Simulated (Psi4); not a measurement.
# C2H6Ga (SMILES C[Ga]C) at UB3LYP/6-31G(d) (spherical functions)

Aim: the energy change on altering one bond length of C2H6Ga at UB3LYP/6-31G* (spherical functions), from 2 runs. 

Program for the calculation: Psi4 1.11.

4 further runs of the same task are left out: 4 that didn't finish.

**1. The system as given**

C2H6Ga has 9 atoms, charge 0, and is taken as a doublet. As SMILES, `C[Ga]C`. The shape is that of a PBE0-D4/def2-TZVP optimisation.

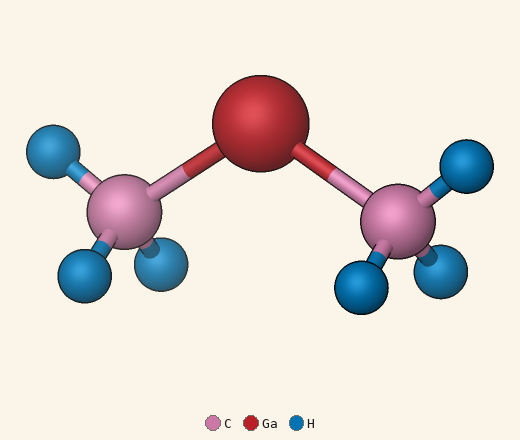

Viewed from a chosen angle; carbon pink, gallium red, hydrogen blue.

**2. The energy at UB3LYP/6-31G(d) (spherical functions)**

The input, c2h6ga.in:

```
memory 2200 mb

molecule {
  0 2
  C     -1.246620     1.163020     0.175280
  Ga     0.456630     0.385560     0.873010
  C      1.273950    -1.139610    -0.126050
  H     -2.014290     0.382510     0.177460
  H     -1.092470     1.479700    -0.861100
  H     -1.602690     2.011340     0.758180
  H      2.201980    -1.496820     0.318200
  H      1.469380    -0.822030    -1.155250
  H      0.554120    -1.963680    -0.159730
  symmetry c1
}

set basis 6-31G*
set reference uks
set puream true
set e_convergence 1e-09
set d_convergence 1e-08
set scf_type pk
set dft_radial_points 99
set dft_spherical_points 590
set maxiter 100

energy_value, wavefunction = energy('b3lyp', return_wfn=True)
oeprop(wavefunction, 'DIPOLE', 'MAYER_INDICES', 'QUADRUPOLE')
```

Run with:

```sh
$ psi4 -i c2h6ga.in -o c2h6ga.out -n 1
```

c2h6ga.out:

```text
[...]
  Running in c1 symmetry.
[...]
  Nuclear repulsion =  167.444230096275078
[...]
  Multiplicity = 2
[...]
  Nalpha       = 25
  Nbeta        = 24
[...]
    Number of basis functions: 72
[...]
   @UKS iter   1: -2002.42073680352701   -1.95068e+00   4.15770e-02 ADIIS/DIIS
[...]
   @UKS iter  14: -2004.41111997223788   -9.09495e-13   2.26082e-09 DIIS
[...]
   @S^2 Observed:                7.516626777E-01
[...]
    Orbital Energies [Eh]
    ---------------------
    Alpha Occupied:
       1A   -372.534260     2A    -45.927563     3A    -40.684184
       4A    -40.682042     5A    -40.680420     6A    -10.156334
       7A    -10.156323     8A     -5.496121     9A     -3.783378
      10A     -3.776442    11A     -3.771752    12A     -0.816682
      13A     -0.813399    14A     -0.810791    15A     -0.809967
      16A     -0.806349    17A     -0.681239    18A     -0.668160
      19A     -0.400933    20A     -0.397753    21A     -0.389366
      22A     -0.388822    23A     -0.388754    24A     -0.271165
      25A     -0.167104
    Alpha Virtual:
[...]
  @UKS Final Energy: -2004.41111997223788
   => Energetics <=
    Nuclear Repulsion Energy =            167.4442300962750778
    One-Electron Energy =               -3122.9702368205616949
    Two-Electron Energy =                1022.1054296101693808
    DFT Exchange-Correlation Energy =     -70.9905428581205769
    Empirical Dispersion Energy =           0.0000000000000000
    VV10 Nonlocal Energy =                  0.0000000000000000
    Total Energy =                      -2004.4111199722378842
[...]
 Multipole Moments:
 ------------------------------------------------------------------------------------
     Multipole            Electronic (a.u.)      Nuclear  (a.u.)        Total (a.u.)
 ------------------------------------------------------------------------------------
 L = 1.  Multiply by 2.5417464519 to convert [e a0] to [Debye]
 Dipole X            :          3.0167445           -3.1510361           -0.1342917
 Dipole Y            :          2.5474443           -2.6608883           -0.1134440
 Dipole Z            :          5.7653318           -6.0217799           -0.2564481
 Magnitude           :                                                    0.3109171
 L = 2.  Multiply by 1.3450342976 to convert [e a0^2] to [Debye ang]
 Quadrupole XX       :       -154.6091274          131.4522558          -23.1568715
 Quadrupole XY       :         94.9810713          -94.2965676            0.6845037
[...]
```

Run time: 33 s. Hardware: 1 thread of Intel Xeon Platinum 8259CL at 2.50GHz (Skylake/Cascade Lake), shared host; peak memory 1.1 GiB.

**3. The distorted shape: energy and gradient at UB3LYP/6-31G(d) (spherical functions)**

The input, run.py:

```python
import psi4

psi4.set_memory(2200000000)
psi4.set_num_threads(1)
psi4.core.set_output_file('c2h6ga.out', False)

molecule = psi4.geometry("""
0 2
C     -2.360274     1.591679    -0.357829
Ga    -0.657024     0.814219     0.339901
C      0.160296    -0.710951    -0.659159
H     -3.127944     0.811169    -0.355649
H     -2.206124     1.908359    -1.394209
H     -2.716344     2.439999     0.225071
H      2.201980    -1.496820     0.318200
H      0.355726    -0.393371    -1.688359
H     -0.559534    -1.535021    -0.692839
units angstrom
symmetry c1
""")

psi4.set_options({
    'basis': '6-31G*',
    'reference': 'uks',
    'puream': True,
    'e_convergence': 1e-09,
    'd_convergence': 1e-08,
    'scf_type': 'pk',
    'dft_radial_points': 99,
    'dft_spherical_points': 590,
    'maxiter': 100,
})

E = psi4.gradient('b3lyp')
print('gradient / Eh bohr^-1')
print(E.np.round(6))
```

Run with:

```sh
$ python run.py
```

c2h6ga.out, shortened:

```text
[...]
  Running in c1 symmetry.
[...]
  Nuclear repulsion =  163.611751618108201
[...]
  Multiplicity = 2
[...]
  Nalpha       = 25
  Nbeta        = 24
[...]
    Number of basis functions: 72
[...]
   @UKS iter   1: -2001.76610187471533   -1.54625e+00   4.22059e-02 DIIS/ADIIS
[...]
   @UKS iter  18: -2004.24695666689036   -2.27374e-12   7.10538e-09 DIIS
[...]
   @S^2 Observed:                1.368822248E+00
[...]
  @UKS Final Energy: -2004.24695666689036
   => Energetics <=
    Nuclear Repulsion Energy =            163.6117516181082010
    One-Electron Energy =               -3114.7901775936852573
    Two-Electron Energy =                1017.8136202008529381
    DFT Exchange-Correlation Energy =     -70.8821508921664503
    Empirical Dispersion Energy =           0.0000000000000000
    VV10 Nonlocal Energy =                  0.0000000000000000
    Total Energy =                      -2004.2469566668903553
[...]
 Multipole Moments:
 ------------------------------------------------------------------------------------
     Multipole            Electronic (a.u.)      Nuclear  (a.u.)        Total (a.u.)
 ------------------------------------------------------------------------------------
 L = 1.  Multiply by 2.5417464519 to convert [e a0] to [Debye]
 Dipole X            :          1.5258841           -2.0965990           -0.5707149
 Dipole Y            :          3.1777170           -3.0667541            0.1109629
 Dipole Z            :          5.1147876           -5.5170182           -0.4022306
 Magnitude           :                                                    0.7069778
[...]
  -Total Gradient:
     Atom            X                  Y                   Z
    ------   -----------------  -----------------  -----------------
       1        0.005513300993     0.000853172752     0.006035036645
       2       -0.011021924573    -0.002737156590    -0.013460485855
       3        0.003301076123    -0.003375952816    -0.000803445754
       4        0.001703020756     0.001275778222    -0.000156169133
       5       -0.000028569491    -0.001002854379     0.001953844090
       6       -0.001110755153    -0.001428648237    -0.002456042281
       7        0.021868141621    -0.007747304109     0.011240634707
       8       -0.012279666808     0.004368119587     0.001203163835
       9       -0.007938447148     0.009793503738    -0.003552365652
[...]
```

On the terminal:

```text
gradient / Eh bohr^-1
[[ 5.5130e-03  8.5300e-04  6.0350e-03]
 [-1.1022e-02 -2.7370e-03 -1.3460e-02]
 [ 3.3010e-03 -3.3760e-03 -8.0300e-04]
 [ 1.7030e-03  1.2760e-03 -1.5600e-04]
 [-2.9000e-05 -1.0030e-03  1.9540e-03]
 [-1.1110e-03 -1.4290e-03 -2.4560e-03]
 [ 2.1868e-02 -7.7470e-03  1.1241e-02]
 [-1.2280e-02  4.3680e-03  1.2030e-03]
 [-7.9380e-03  9.7940e-03 -3.5520e-03]]
```

Run time: 49 s. Hardware: 1 thread of Intel Xeon Platinum 8259CL at 2.50GHz (Skylake/Cascade Lake), shared host; peak memory 1.1 GiB.

**4. What came out**

At UB3LYP/6-31G* (spherical functions):

| quantity | value |
| --- | --- |
| first shape: total energy | -2004.41112 Eh |
| first shape: dipole moment | 0.79 D |
| first shape: HOMO energy (highest over α and β) | -4.55 eV |
| first shape: LUMO energy (lowest over α and β) | -2.13 eV |
| first shape: ⟨S²⟩ | 0.752 |
| distorted shape: total energy | -2004.24696 Eh |
| distorted shape: dipole moment | 1.80 D |
| distorted shape: HOMO energy (highest over α and β) | -4.71 eV |
| distorted shape: LUMO energy (lowest over α and β) | -2.35 eV |
| distorted shape: ⟨S²⟩ | 1.369 |
| distorted shape: largest force on an atom | 1.326 eV/Å |
| energy change with the C3–H7 bond stretched from 1.089 to 2.396 Å | 4.467 eV |

What this shows: With the C3–H7 bond stretched from 1.089 to 2.396 Å the energy rises by 4.47 eV (431 kJ/mol). The first shape isn't relaxed at this level, so the change isn't measured from a minimum. ⟨S²⟩ (distorted shape) is 1.37 where a pure doublet has 0.75: the reference is spin-contaminated.
